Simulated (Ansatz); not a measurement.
**ReH4Ir3: a short molecular-dynamics run**

Aim: set ReH4Ir3 (an element-swapped structure, 16 atoms, not relaxed) in motion for 20 steps of 0.5 fs under a Langevin thermostat at 300 K, and see how temperature, energy and positions respond.

Method: DFT PBE, plane waves, PAW, scalar-relativistic, no spin polarisation, in Ansatz 0.2.0.

### 1 The starting structure

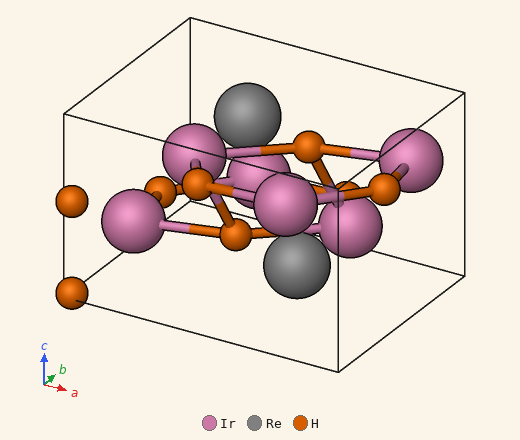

The starting structure, seen slightly off an axis (iridium pink, rhenium grey, hydrogen orange). Each atom of the cell is drawn once.

Structure file:

```
CELL_PARAMETERS angstrom
7.39340 0.00000 0.00000
-3.69670 6.40288 0.00000
0.00000 0.00000 3.41558
ATOMIC_POSITIONS crystal
Ir 0.07340 0.32850 0.25000
Ir 0.74490 0.07340 0.75000
Ir 0.67150 0.74490 0.25000
Ir 0.92660 0.67150 0.75000
Ir 0.25510 0.92660 0.25000
Ir 0.32850 0.25510 0.75000
Re 0.33330 0.66670 0.75000
Re 0.66660 0.33330 0.25000
H 0.00000 0.00000 0.00000
H 0.00000 0.00000 0.50000
H 0.39500 0.43900 0.25000
H 0.95600 0.39500 0.75000
H 0.56100 0.95600 0.25000
H 0.60500 0.56100 0.75000
H 0.04400 0.60500 0.25000
H 0.43900 0.04400 0.75000
```

### 2 Dynamics

The input, input.yaml:

```yaml
crystal:
  lattice:
    - [7.393404, 0.0, 0.0]
    - [-3.696702, 6.402876, 0.0]
    - [0.0, 0.0, 3.41558]
  atoms:
    - { symbol: Ir, position: [0.0734, 0.3285, 0.25] }
    - { symbol: Ir, position: [0.7449, 0.0734, 0.75] }
    - { symbol: Ir, position: [0.6715, 0.7449, 0.25] }
    - { symbol: Ir, position: [0.9266, 0.6715, 0.75] }
    - { symbol: Ir, position: [0.2551, 0.9266, 0.25] }
    - { symbol: Ir, position: [0.3285, 0.2551, 0.75] }
    - { symbol: Re, position: [0.3333, 0.6667, 0.75] }
    - { symbol: Re, position: [0.6666, 0.3333, 0.25] }
    - { symbol: H, position: [0.0, 0.0, 0.0] }
    - { symbol: H, position: [0.0, 0.0, 0.5] }
    - { symbol: H, position: [0.395, 0.439, 0.25] }
    - { symbol: H, position: [0.956, 0.395, 0.75] }
    - { symbol: H, position: [0.561, 0.956, 0.25] }
    - { symbol: H, position: [0.605, 0.561, 0.75] }
    - { symbol: H, position: [0.044, 0.605, 0.25] }
    - { symbol: H, position: [0.439, 0.044, 0.75] }
kpoints:
  mp_grid: { grid: [3, 3, 4] }
magnetization:
  spin_polarized: false
scf:
  occupations: { method: gaussian, width: 0.1 }
hamiltonian:
  pseudopotentials: { kind: paw }
  xc: pbe
basis:
  ecutwfc: 420
md:
  timestep: 0.5
  n_steps: 20
  ensemble: nvt_langevin
  temperature: 300.0
  initial_velocities: maxwell_boltzmann
  seed: 183181
```

The run is started by

```sh
> ansatz run input.yaml --threads 2 --pin off --max-ram 2560MiB --backend cpu --events-out ev --progress --plain --runs-dir out
```

The program printed (excerpt; [...] marks lines left out):

```text
Warning: md: disabling space-group detection — thermal motion breaks the input geometry's symmetry, so no spatial operation reduces the k-mesh or symmetrises the density; time reversal is kept, so that k and −k are solved as one point where they differ and the mesh holds both, and exact [...]
Warning: RAYON_NUM_THREADS=2 ignored (pool sized by the plan → 2); use --threads N
[...]
Pseudopotentials: kind: paw
Pseudopotential: Ir, paw, valence charge 17, recommended cutoff 420 eV (normal), Ir.paw.azcp
Pseudopotential: Re, paw, valence charge 15, recommended cutoff 420 eV (normal), Re.paw.azcp
Pseudopotential: H, paw, valence charge 1, recommended cutoff 420 eV (normal), H.paw.azcp
Functional definition: PBE
[...]
Crystal: 16 atoms, lattice volume = 161.690 Å³
Basis set: ecut = 420 eV, 3155 PW (Γ), exchange–correlation on 100×100×48 points (8 copies of the dense FFT grid, shifted against one another)
Bands: 86, of which v1, the nominal top of the filled ones, is band 70 counted from 1 (69 counted from 0)
Symmetry: 1 space group operations
k-points: 19 of 36 (time reversal used)
[...]
SCF iter   1: F=—  HF=-93463.573189 eV  |F-HF|=—  |Δ(HF+E_count)|=         —  Δρ=1.05e-2  dr2=1.45e-1  ethr=1.77e-3  ⟨swp⟩=5.0  Hψ=5003  notcnv=0  defer=8
[...]
md step     0: t =     0.00 fs  T =   281.3 K  F+E_penalty+E_count = -93463.58146876 eV  E_kin = 0.581670 eV  (7 SCF iters)
[...]
md step     5: t =     2.50 fs  T =   319.2 K  F+E_penalty+E_count = -93463.67294705 eV  E_kin = 0.660187 eV  (4 SCF iters)
[...]
md step     6: t =     3.00 fs  T =   339.8 K  F+E_penalty+E_count = -93463.71409656 eV  E_kin = 0.702807 eV  (3 SCF iters)
[...]
SCF iter   2: F=—  HF=-93463.763536 eV  |F-HF|=—  |Δ(HF+E_count)|=   9.40e-6  Δρ=2.43e-5  dr2=8.04e-7  ethr=2.13e-9  ⟨swp⟩=1.0  Hψ=1881  notcnv=0  defer=126
```

### 3 The output, continued

The log, continued (excerpt; [...] marks lines left out):

```text
SCF iter   3: F=-93463.763536 eV  HF=-93463.763536 eV  |F-HF|=3.68e-9  |Δ(HF+E_count)|=   1.49e-7  Δρ=3.21e-6  dr2=1.22e-8  ethr=1.14e-11  ⟨swp⟩=3.0  Hψ=6580  notcnv=0
[...]
md step     7: t =     3.50 fs  T =   359.0 K  F+E_penalty+E_count = -93463.76353564 eV  E_kin = 0.742477 eV  (3 SCF iters)
[...]
md step    10: t =     5.00 fs  T =   470.9 K  F+E_penalty+E_count = -93463.96429517 eV  E_kin = 0.973848 eV  (6 SCF iters)
[...]
md step    13: t =     6.50 fs  T =   566.0 K  F+E_penalty+E_count = -93464.24014656 eV  E_kin = 1.170499 eV  (4 SCF iters)
[...]
md step    16: t =     8.00 fs  T =   689.2 K  F+E_penalty+E_count = -93464.55924603 eV  E_kin = 1.425361 eV  (4 SCF iters)
[...]
md step    19: t =     9.50 fs  T =   824.5 K  F+E_penalty+E_count = -93464.90630834 eV  E_kin = 1.705170 eV  (4 SCF iters)
[...]
md step    20: t =    10.00 fs  T =   849.0 K  F+E_penalty+E_count = -93465.02094333 eV  E_kin = 1.755904 eV  (6 SCF iters)
SCF converged after 6 iterations
Free energy (F): -93465.020943 eV
[...]
E sigma→0 (E₀):  -93464.988640 eV
Entropy (-TS):   -0.064608 eV (-4.038 meV/atom)
Fermi energy:    17.608513 eV
[...]
--- Forces (eV/Å), atoms counted from 1 ---
  atom   1  Ir    -1.63414661    -0.11829330    -0.68418508
  atom   2  Ir    -0.62559459     0.46431057     0.11005544
  atom   3  Ir    -0.02288419    -0.20350415    -0.20942214
  atom   4  Ir     0.03238030    -0.55693235    -0.36677468
  atom   5  Ir     0.41871340    -0.41608896     0.22575158
  atom   6  Ir     0.57376384     0.24009395     0.15122669
  atom   7  Re    -0.17516151     0.56732567     0.05749733
  atom   8  Re    -0.25996846     0.11398913    -0.09619447
[...]
--- MD trajectory: 20 steps, t = 0.0 → 10.0 fs ---
  final state: T = 849.0 K   F+E_penalty+E_count = -93465.02094333 eV   E_kin = 1.755904 eV
```

Wall time 3.2 min (2 threads of Arm Neoverse V2, shared host); peak memory 0.67 GiB.

### 4 What the atoms did

One step in 2; energies are changes from step 0; msd is the mean square displacement from the start, the centre of mass held:

```tsv
time (fs)	T (K)	potential energy change (meV/atom)	msd H (Å²)	msd Ir (Å²)	msd Re (Å²)
0.0	281	0.0	0.000	0.000	0.000
1.0	267	-1.0	0.001	0.000	0.000
2.0	298	-3.7	0.003	0.000	0.000
3.0	340	-8.3	0.006	0.000	0.000
4.0	393	-15.0	0.013	0.000	0.000
5.0	471	-23.9	0.022	0.000	0.000
6.0	540	-35.0	0.037	0.000	0.000
7.0	589	-47.6	0.056	0.000	0.000
8.0	689	-61.1	0.082	0.000	0.000
9.0	774	-75.5	0.115	0.000	0.000
10.0	849	-90.0	0.157	0.000	0.000
```

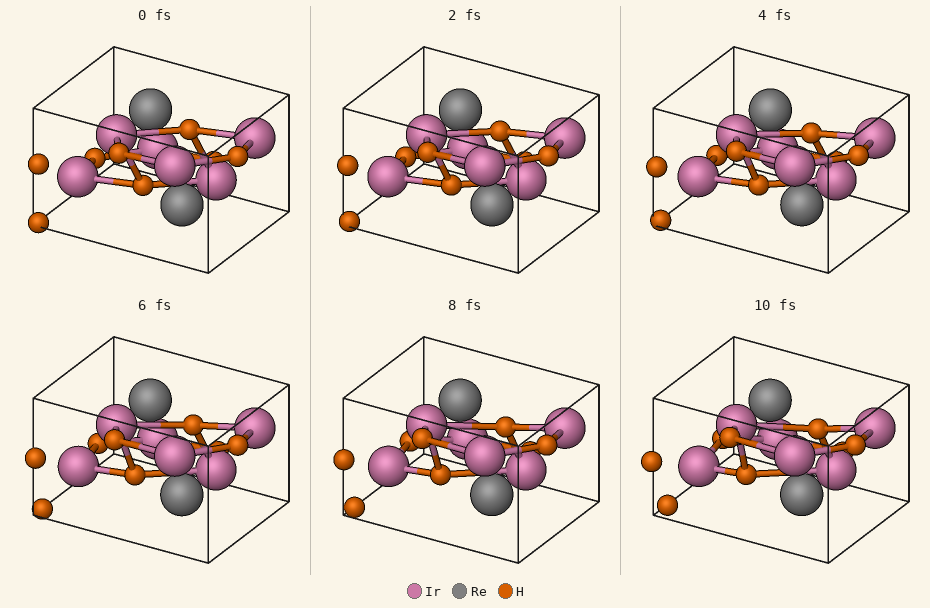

The system at six times, viewed slightly off an axis. Each atom of the cell is drawn once. Atoms are followed across the cell's faces. Sticks are the contacts of the first frame, kept unless stretched by 40 %.

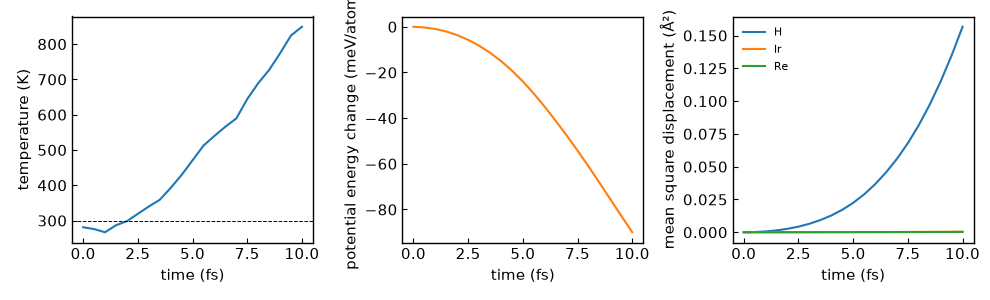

Traces against time; each panel has its own scale. The dashed line is the set temperature.

### 5 Positions and forces

Positions (Å) and forces (eV/Å):

```xyz
16
Lattice="7.393 0.000 0.000 -3.697 6.403 0.000 0.000 0.000 3.416" Properties=species:S:1:pos:R:3:forces:R:3 pbc="T T T" time_fs=1.5 T=287 dE=-0.0331
Ir   -0.667    2.105    0.857   -0.292    0.627   -0.067
Ir    5.236    0.469    2.562   -0.654    0.095    0.032
Ir    2.211    4.768    0.854   -0.358   -0.501    0.060
Ir    4.368    4.300    2.561    0.223   -0.693   -0.082
Ir   -1.541    5.932    0.851    0.648   -0.113    0.008
Ir    1.486    1.634    2.563    0.481    0.475    0.028
Re   -0.003    4.268    2.560    0.014    0.049    0.001
Re    3.694    2.134    0.855    0.028    0.010   -0.012
H    -0.015    0.042    0.016   -0.068    0.207    0.001
H     0.005   -0.025    1.685    0.036   -0.151   -0.008
H     1.267    2.793    0.857   -0.335   -0.429   -0.023
H     5.612    2.545    2.571    0.189   -0.429    0.034
H     0.627    6.136    0.848    0.502   -0.010    0.002
H     2.400    3.602    2.523    0.272    0.405   -0.035
H    -1.872    3.859    0.892   -0.146    0.412    0.042
H     3.050    0.283    2.575   -0.541    0.046    0.018
16
Lattice="7.393 0.000 0.000 -3.697 6.403 0.000 0.000 0.000 3.416" Properties=species:S:1:pos:R:3:forces:R:3 pbc="T T T" time_fs=3.5 T=359 dE=-0.1821
Ir   -0.660    2.108    0.860   -0.320    0.591   -0.179
Ir    5.236    0.469    2.562   -0.617    0.112    0.060
Ir    2.211    4.766    0.854   -0.261   -0.434    0.142
Ir    4.368    4.300    2.561    0.164   -0.734   -0.187
Ir   -1.542    5.931    0.847    0.597   -0.148    0.019
Ir    1.485    1.635    2.565    0.553    0.357    0.074
Re   -0.005    4.267    2.558    0.018    0.127   -0.004
Re    3.691    2.135    0.857    0.042    0.022   -0.034
H    -0.033    0.102    0.036   -0.150    0.503   -0.002
H     0.013   -0.068    1.653    0.093   -0.397   -0.017
H     1.212    2.751    0.859   -0.404   -0.461   -0.046
H     5.619    2.545    2.590    0.168   -0.444    0.090
H     0.660    6.159    0.852    0.525    0.037    0.015
H     2.413    3.632    2.467    0.269    0.420   -0.083
H    -1.823    3.856    0.947   -0.068    0.392    0.105
H     2.987    0.289    2.593   -0.608    0.057    0.047
16
Lattice="7.393 0.000 0.000 -3.697 6.403 0.000 0.000 0.000 3.416" Properties=species:S:1:pos:R:3:forces:R:3 pbc="T T T" time_fs=5.0 T=471 dE=-0.3828
Ir   -0.655    2.109    0.862   -0.355    0.522   -0.271
Ir    5.236    0.468    2.562   -0.588    0.157    0.073
Ir    2.211    4.764    0.855   -0.184   -0.377    0.184
Ir    4.369    4.300    2.561    0.111   -0.734   -0.257
Ir   -1.543    5.931    0.844    0.546   -0.196    0.033
Ir    1.485    1.635    2.566    0.607    0.236    0.112
Re   -0.008    4.267    2.556    0.001    0.205   -0.003
Re    3.689    2.135    0.858    0.026    0.036   -0.053
H    -0.046    0.155    0.052   -0.201    0.745   -0.006
H     0.022   -0.108    1.633    0.142   -0.607   -0.014
H     1.156    2.705    0.859   -0.411   -0.441   -0.055
H     5.624    2.529    2.598    0.149   -0.486    0.127
H     0.697    6.175    0.858    0.533    0.066    0.025
H     2.428    3.666    2.420    0.258    0.410   -0.106
H    -1.787    3.862    0.994   -0.014    0.390    0.149
H     2.922    0.299    2.607   -0.619    0.074    0.062
16
Lattice="7.393 0.000 0.000 -3.697 6.403 0.000 0.000 0.000 3.416" Properties=species:S:1:pos:R:3:forces:R:3 pbc="T T T" time_fs=6.5 T=566 dE=-0.6587
Ir   -0.650    2.112    0.864   -0.472    0.390   -0.384
Ir    5.236    0.467    2.563   -0.569    0.225    0.083
Ir    2.211    4.763    0.856   -0.107   -0.320    0.183
Ir    4.370    4.300    2.560    0.067   -0.711   -0.316
Ir   -1.544    5.930    0.841    0.492   -0.261    0.065
Ir    1.485    1.635    2.567    0.641    0.125    0.148
Re   -0.009    4.266    2.554   -0.035    0.304    0.001
Re    3.688    2.134    0.860   -0.024    0.057   -0.074
H    -0.062    0.223    0.068   -0.258    0.999   -0.016
H     0.031   -0.157    1.611    0.193   -0.837    0.002
H     1.093    2.647    0.858   -0.297   -0.339   -0.052
H     5.630    2.503    2.607    0.128   -0.546    0.162
H     0.745    6.192    0.866    0.521    0.089    0.032
H     2.448    3.708    2.371    0.238    0.357   -0.084
H    -1.749    3.872    1.046    0.034    0.393    0.191
H     2.844    0.311    2.621   -0.552    0.075    0.059
16
Lattice="7.393 0.000 0.000 -3.697 6.403 0.000 0.000 0.000 3.416" Properties=species:S:1:pos:R:3:forces:R:3 pbc="T T T" time_fs=8.5 T=727 dE=-1.0921
Ir   -0.644    2.114    0.868   -0.934    0.087   -0.560
Ir    5.235    0.466    2.565   -0.588    0.358    0.106
Ir    2.211    4.761    0.857   -0.033   -0.256    0.038
Ir    4.372    4.300    2.559    0.035   -0.644   -0.361
Ir   -1.545    5.929    0.837    0.431   -0.356    0.148
Ir    1.484    1.635    2.569    0.641    0.087    0.166
Re   -0.011    4.265    2.551   -0.110    0.452    0.023
Re    3.686    2.134    0.861   -0.147    0.092   -0.093
H    -0.094    0.341    0.094   -0.346    1.263   -0.029
H     0.057   -0.244    1.583    0.297   -1.130    0.059
H     1.000    2.562    0.861    0.221   -0.036   -0.036
H     5.638    2.458    2.618    0.083   -0.629    0.195
H     0.820    6.208    0.868    0.466    0.102    0.026
H     2.477    3.775    2.308    0.197    0.187    0.075
H    -1.691    3.901    1.122    0.090    0.419    0.231
H     2.731    0.329    2.634   -0.301    0.005    0.012
16
Lattice="7.393 0.000 0.000 -3.697 6.403 0.000 0.000 0.000 3.416" Properties=species:S:1:pos:R:3:forces:R:3 pbc="T T T" time_fs=10.0 T=849 dE=-1.4395
Ir   -0.640    2.116    0.870   -1.634   -0.118   -0.684
Ir    5.234    0.465    2.566   -0.626    0.464    0.110
Ir    2.212    4.759    0.858   -0.023   -0.204   -0.209
Ir    4.372    4.300    2.559    0.032   -0.557   -0.367
Ir   -1.545    5.929    0.834    0.419   -0.416    0.226
Ir    1.484    1.635    2.570    0.574    0.240    0.151
Re   -0.013    4.265    2.548   -0.175    0.567    0.057
Re    3.684    2.134    0.862   -0.260    0.114   -0.096
H    -0.125    0.458    0.113   -0.358    1.257   -0.031
H     0.086   -0.337    1.564    0.370   -1.290    0.119
H     0.936    2.499    0.866    0.960    0.276   -0.025
H     5.644    2.405    2.631    0.032   -0.684    0.204
H     0.885    6.220    0.868    0.389    0.101    0.021
H     2.503    3.822    2.262    0.172   -0.028    0.320
H    -1.645    3.930    1.183    0.118    0.428    0.244
H     2.641    0.338    2.638    0.010   -0.151   -0.040
```

### 6 What came out

| quantity | value |
| --- | --- |
| length | 20 steps of 0.5 fs |
| temperature, first and last step | 281 and 849 K |
| temperature, second half | mean 653 K, from 471 to 849 K |
| potential energy, second half | -55 meV/atom from the start |
| mean square displacement, second half | H 0.077, Ir 0.000, Re 0.000 Å² |

**Reading.** Against a set 300 K the second half averages 653 K, going from 471 to 849 K over that half; the potential energy of that half lies 55 meV/atom under the start, so the atoms have moved to lower-lying arrangements, and the energy set free heats the cell. No atom gets farther than 0.49 Å from its start, with the drift of the whole removed, against a typical distance of 2.1 Å between sites at the start. A run of 10 fs with 16 atoms shows the motion but fixes no equilibrium value. The nuclei move classically, without zero-point motion, which matters most for hydrogen. The k-mesh is coarse.
